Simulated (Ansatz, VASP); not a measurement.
# KI: VASP beside Ansatz, part 2 of 2

Aim: how closely do two programs agree when they are given the same cell, functional and k mesh? The cell is taken from a series of VASP runs on this material, whose earlier steps may have relaxed, scaled or displaced it; both programs get it as it stands. Valence electrons are named where the data sets of a main pair hold unlike numbers.

VASP 6.6.1 and Ansatz 0.2.0.

So far. Step 2 (VASP: band structure, HSE06): The k-mesh is coarse for exact exchange; levels may shift by about 0.1 eV on a finer one.

**4. Differences**

Known differences besides the potentials themselves: exact exchange at q = 0 is treated differently, which shows on coarse meshes; VASP keeps PBE cores, Ansatz makes them for the functional; the data sets hold 26 valence electrons in Ansatz (on its default PAW (the set named soft_2) files) and 16 in VASP; the cutoff is 420 eV in Ansatz and 350 eV in VASP; VASP takes a coarser grid for exact exchange (PRECFOCK = Fast). Total energies have different zeros and are not compared.

The two programs side by side:

```
                     quantity  Ansatz   VASP  difference
gap over the path points (eV)   5.004  4.993      +0.011
```

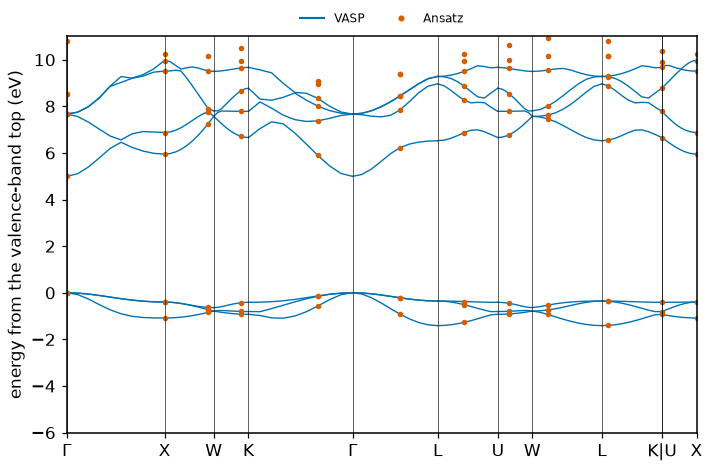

Bands from VASP (lines) and levels from Ansatz (dots). Dots without a line are higher empty bands that the VASP plot leaves out.

Levels at points of the path, from each program's valence-band top (eV; 3 filled, then empty):

```
k (reciprocal lattice)                            Ansatz                              VASP
     0.000 0.000 0.000     0.00 0.00 0.00 5.00 7.66 7.66     0.00 0.00 0.00 4.99 7.67 7.67
     0.500 0.000 0.500  -1.08 -0.40 -0.40 5.94 6.88 9.52  -1.08 -0.40 -0.40 5.95 6.88 9.51
     0.500 0.222 0.722  -0.84 -0.73 -0.63 7.26 7.77 7.89  -0.84 -0.73 -0.63 7.26 7.77 7.89
     0.403 0.347 0.750  -0.92 -0.80 -0.43 6.71 7.78 8.65  -0.92 -0.80 -0.43 6.71 7.79 8.66
     0.125 0.125 0.250  -0.57 -0.15 -0.14 5.90 7.37 8.00  -0.57 -0.15 -0.14 5.89 7.38 8.01
     0.278 0.278 0.278  -0.91 -0.22 -0.22 6.23 7.83 8.44  -0.91 -0.21 -0.21 6.22 7.83 8.44
     0.556 0.389 0.556  -1.27 -0.52 -0.38 6.87 8.26 8.86  -1.27 -0.51 -0.38 6.87 8.26 8.86
     0.583 0.250 0.667  -0.91 -0.80 -0.46 6.77 7.78 8.53  -0.91 -0.80 -0.45 6.78 7.79 8.54
     0.500 0.306 0.694  -0.93 -0.74 -0.53 7.46 7.62 8.00  -0.93 -0.74 -0.53 7.46 7.62 8.01
     0.486 0.486 0.528  -1.40 -0.37 -0.36 6.55 8.87 9.27  -1.40 -0.37 -0.36 6.55 8.88 9.27
```

Among the levels compared at these points, filled levels agree within 2 meV and empty ones within 12 meV.

**5. Ansatz: band structure, r2SCAN-EpsX with an exact-exchange share of 0.338**

The same path points are solved in both programs, so levels can be compared one by one.

The cell is taken from a series of VASP runs on this material, whose earlier steps may have relaxed, scaled or displaced it; both programs get it as it stands.

Input file input.yaml:

```yaml
crystal:
  lattice:
    - [0.0, 3.52455, 3.52455]
    - [3.52455, 0.0, 3.52455]
    - [3.52455, 3.52455, 0.0]
  atoms:
    - { symbol: I, position: [0.5, 0.5, 0.5] }
    - { symbol: K, position: [0.0, 0.0, 0.0] }
hamiltonian:
  xc: { exchange: r2scan, correlation: r2scan, exx: { coeff: 0.338 } }
  pseudopotentials: { kind: paw }
kpoints:
  mp_grid: { grid: [4, 4, 4] }
  band_path:
    path:
      - [0.0, 0.0, 0.0]
      - [0.5, 0.0, 0.5]
      - [0.5, 0.22222, 0.72222]
      - [0.40278, 0.34722, 0.75]
      - [0.125, 0.125, 0.25]
      - [0.27778, 0.27778, 0.27778]
      - [0.55556, 0.38889, 0.55556]
      - [0.58333, 0.25, 0.66667]
      - [0.5, 0.30556, 0.69444]
      - [0.48611, 0.48611, 0.52778]
      - [0.625, 0.25, 0.625]
      - [0.5, 0.0, 0.5]
    npoints: 1
scf:
  occupations: { method: gaussian, width: 0.03 }
  n_extra_bands: 7
output:
  forces: true
  stress: true
  eigenvalues: true
```

Run with:

```
ansatz run input.yaml --threads 4 --pin off --max-ram 9216MiB --backend cpu --events-out ev --progress --plain --runs-dir out
```

Numbers of over 12 decimals in the logs are rounded to 6 here.

The log of the run:

```text
[...]
Crystal: 2 atoms, lattice volume = 87.567 Å³
Basis set: ecut = 500 eV, 2229 PW (Γ), exchange–correlation on 160×160×160 points (64 copies of the dense FFT grid, shifted against one another)
Bands: 20, of which v1, the nominal top of the filled ones, is band 13 counted from 1 (12 counted from 0)
Symmetry: 48 space group operations
[...]
k-points: 8 of 64
[...]
--- Band table (eV; the first three rows and the last of 8) ---
  k-point 0: bands = [... 9 lower, -11.2796, 0.6768, 0.6768, 0.6768, 7.1765, 9.9266, 9.9266, 9.9266, ... 3 higher]
  k-point 1: bands = [... 9 lower, -11.0922, -0.1667, 0.4800, 0.4800, 8.2912, 9.9223, 10.6078, 10.6078, ... 3 higher]
  k-point 2: bands = [... 9 lower, -10.9167, -0.8292, 0.2977, 0.2977, 8.6408, 11.2589, 11.5906, 11.5906, ... 3 higher]
  k-point 7: bands = [... 9 lower, -11.0148, -0.1730, -0.1730, 0.0012, 9.7535, 9.7535, 10.1707, 11.9036, ... 3 higher]
[key lines of the parts left out:]
Free energy (F): -9074.093089 eV
Fermi energy:    3.926703 eV
P = ⅓ Tr σ = 0.1324 GPa (1.324 kbar)
```

Wall time 30 s (4 threads of Arm Neoverse V2, shared host); peak memory 1.4 GiB; 1.9 min of CPU time.

**6. VASP: band structure, r2SCAN-EpsX with an exact-exchange share of 0.338**

The same cell, functional, mesh and smearing now go to VASP, with its own data sets.

The run reads the wave functions of an earlier VASP run, which isn't shown here.

Input file INCAR:

```
SYSTEM = KI
PREC = Accurate
ENCUT = 350
EDIFF = 1E-06
NELM = 100
ISMEAR = 0
SIGMA = 0.03
LREAL = .FALSE.
ALGO = Normal
LHFCALC = .TRUE.
AEXX = 0.338
METAGGA = R2SCAN
LASPH = .TRUE.
NBANDS = 14
PRECFOCK = Fast
HFRCUT = -1
LORBIT = 11
LWAVE = .FALSE.
LCHARG = .FALSE.
KPAR = 4
```

Input file POSCAR:

```
KI
1.0
    0.0000000000      3.5245500000      3.5245500000
    3.5245500000      0.0000000000      3.5245500000
    3.5245500000      3.5245500000      0.0000000000
I K
1 1
Direct
    0.5000000000      0.5000000000      0.5000000000
    0.0000000000      0.0000000000      0.0000000000
```

Input file KPOINTS:

```
Automatic mesh
0
Gamma
4 4 4
0 0 0
```

Input file KPOINTS_OPT:

```
Line mode
10
Line-mode
Reciprocal
  0.00000000   0.00000000   0.00000000 GAMMA
  0.50000000   0.00000000   0.50000000 X

  0.50000000   0.00000000   0.50000000 X
  0.50000000   0.25000000   0.75000000 W

  0.50000000   0.25000000   0.75000000 W
  0.37500000   0.37500000   0.75000000 K

  0.37500000   0.37500000   0.75000000 K
  0.00000000   0.00000000   0.00000000 GAMMA

  0.00000000   0.00000000   0.00000000 GAMMA
  0.50000000   0.50000000   0.50000000 L

  0.50000000   0.50000000   0.50000000 L
  0.62500000   0.25000000   0.62500000 U

  0.62500000   0.25000000   0.62500000 U
  0.50000000   0.25000000   0.75000000 W

  0.50000000   0.25000000   0.75000000 W
  0.50000000   0.50000000   0.50000000 L

  0.50000000   0.50000000   0.50000000 L
  0.37500000   0.37500000   0.75000000 K

  0.62500000   0.25000000   0.62500000 U
  0.50000000   0.00000000   0.50000000 X
```

PAW data sets: I and K_sv (PBE family, release 64).

Run with:

```
mpirun -np 4 vasp_std
```

The log of the run:

```text
[banner, memory and clock lines left out]
running    4 mpi-ranks, on    1 nodes
[...]
|                                                                             |
|               ----> ADVICE to this user running VASP <----                  |
|                                                                             |
|     You enforced a specific xc type in the INCAR file but a different       |
|     [... a line on the potential file left out ...]
|     I HOPE YOU KNOW WHAT YOU ARE DOING!                                     |
|                                                                             |

 LDA part: xc-table for (None), standard interpolation
 found WAVECAR, reading the header
 POSCAR, INCAR and KPOINTS ok, starting setup
[...]
HFRCUT set to (new)   11.019049
 reading WAVECAR
 the WAVECAR file was read successfully
 initial charge from wavefunction
 entering main loop
       N       E                     dE             d eps       ncg     rms          rms(c)
[...]
DAV:   8    -0.262864610391E+02    0.57805E-05   -0.81587E-06   260   0.215E-02    0.197E-01
DAV:   9    -0.262864601771E+02    0.86204E-06   -0.29000E-06   236   0.136E-02
   1 F= -.26286460E+02 E0= -.26286460E+02  d E =-.141438E-12
 Start KPOINTS_OPT (optional k-point list driver)
k-point batch [1-8\100]
       N       E                     dE             ncg
DAV:   1    -0.850625073577E+03   -0.23561E+04      224
DAV:   2    -0.157703807346E+04   -0.72641E+03      280
DAV:   3    -0.163233301932E+04   -0.55295E+02      290
DAV:   4    -0.163466724580E+04   -0.23342E+01      346
DAV:   5    -0.163472156376E+04   -0.54318E-01      282
DAV:   6    -0.163472285877E+04   -0.12950E-02      336
DAV:   7    -0.163472289569E+04   -0.36917E-04      274
DAV:   8    -0.163472289618E+04   -0.48928E-06      224
[...]
k-point batch [97-100\100]
       N       E                     dE             ncg
DAV:   1     0.114028635924E+04   -0.18737E+04      112
DAV:   2     0.790898294862E+03   -0.34939E+03      142
DAV:   3     0.763819776098E+03   -0.27079E+02      148
DAV:   4     0.762609775504E+03   -0.12100E+01      188
DAV:   5     0.762584866802E+03   -0.24909E-01      156
DAV:   6     0.762584479521E+03   -0.38728E-03      168
DAV:   7     0.762584470864E+03   -0.86565E-05      136
DAV:   8     0.762584470793E+03   -0.71833E-07       98
```

From OUTCAR (step 6):

```text
 POSITION                                       TOTAL-FORCE (eV/Angst)
 -----------------------------------------------------------------------------------
      3.52455      3.52455      3.52455         0.000000      0.000000      0.000000
      0.00000      0.00000      0.00000         0.000000      0.000000      0.000000
 -----------------------------------------------------------------------------------
    total drift:                               -0.000000     -0.000000     -0.000000

  FREE ENERGIE OF THE ION-ELECTRON SYSTEM (eV)
  ---------------------------------------------------
  free  energy   TOTEN  =       -26.2864601771 eV

  energy  without entropy=      -26.2864601771  energy(sigma->0) =      -26.28646018

[... 2 parts as in an earlier step ...]

[... 1 further part left out ...]
[key lines of the parts left out:]
E-fermi :  -1.9021
```

**7. Side by side**

What differs besides the data sets and the points named for the pairs above, as far as they apply: the data sets hold 26 valence electrons in Ansatz (on its default PAW (the set named soft_2) files) and 16 in VASP; the cutoff is 500 eV in Ansatz and 350 eV in VASP. Total energies have different zeros and are not compared.

Compared:

```
                     quantity  Ansatz   VASP  difference
gap over the path points (eV)   6.500  6.493      +0.006
```

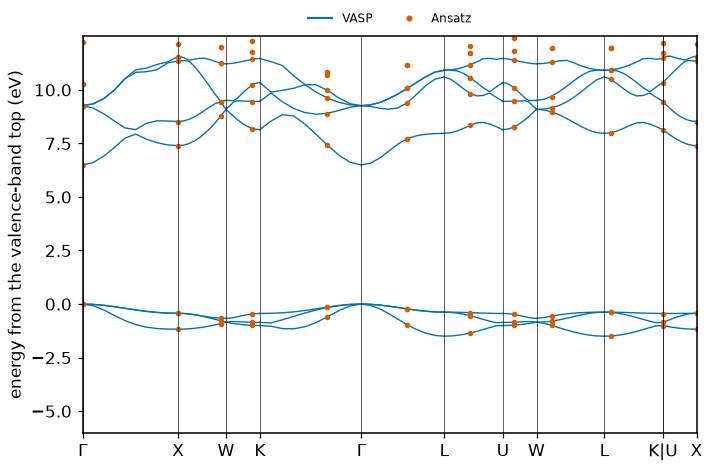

Bands from VASP (lines) and levels from Ansatz (dots). Dots without a line are higher empty bands that the VASP plot leaves out.

Levels at points of the path, from each program's valence-band top (eV; 3 filled, then empty):

```
k (reciprocal lattice)                              Ansatz                                VASP
     0.000 0.000 0.000       0.00 0.00 0.00 6.50 9.25 9.25       0.00 0.00 0.00 6.49 9.26 9.26
     0.500 0.000 0.500   -1.17 -0.43 -0.43 7.37 8.51 11.36   -1.17 -0.43 -0.43 7.39 8.52 11.35
     0.500 0.222 0.722    -0.91 -0.79 -0.67 8.76 9.41 9.46    -0.91 -0.78 -0.66 8.77 9.43 9.47
     0.403 0.347 0.750   -0.99 -0.86 -0.46 8.19 9.46 10.21   -0.99 -0.85 -0.46 8.20 9.47 10.22
     0.125 0.125 0.250    -0.60 -0.16 -0.14 7.42 8.89 9.61    -0.60 -0.16 -0.14 7.42 8.90 9.62
     0.278 0.278 0.278   -0.97 -0.23 -0.23 7.72 9.39 10.06   -0.96 -0.23 -0.23 7.72 9.40 10.07
     0.556 0.389 0.556   -1.36 -0.55 -0.40 8.34 9.83 10.56   -1.35 -0.55 -0.40 8.34 9.84 10.57
     0.583 0.250 0.667   -0.98 -0.85 -0.49 8.26 9.46 10.08   -0.98 -0.85 -0.48 8.27 9.47 10.10
     0.500 0.306 0.694    -1.00 -0.80 -0.57 8.96 9.15 9.69    -1.00 -0.80 -0.56 8.97 9.16 9.70
     0.486 0.486 0.528  -1.50 -0.39 -0.38 7.99 10.48 10.92  -1.49 -0.39 -0.38 8.00 10.50 10.92
```

Among the levels compared at these points, filled levels agree within 5 meV and empty ones within 19 meV.

**8. What came out**

```json
{"largest difference of a filled level at the path points (band structure, HSE06)": "2.5 meV", "largest difference of a filled level at the path points (band structure, r2SCAN-EpsX with an exact-exchange share of 0.338)": "5.2 meV"}
```

**Reading.** The largest difference of a filled level at the path points is 5.2 meV (band structure, r2SCAN-EpsX with an exact-exchange share of 0.338), within the 80 meV picked in this series as the mark of a large difference. The data sets hold unlike numbers of valence electrons (26 in Ansatz and 16 in VASP), so part of the differences comes from the potentials. How closely two codes agree says nothing of how well the functional describes the real material.

[Lines on the potential files, build, host, timing and source positions are cut from VASP's logs without a mark.]

[Logs are printed without paths, hosts, clocks, repeated set-up lines and the standing remarks that a program may print on its own settings, such as how far it seeks lower states.]

[Hosts, paths, dates, database ids (printed as entryN), source tags and the programs' standing remarks are cut or masked in the printed files.]
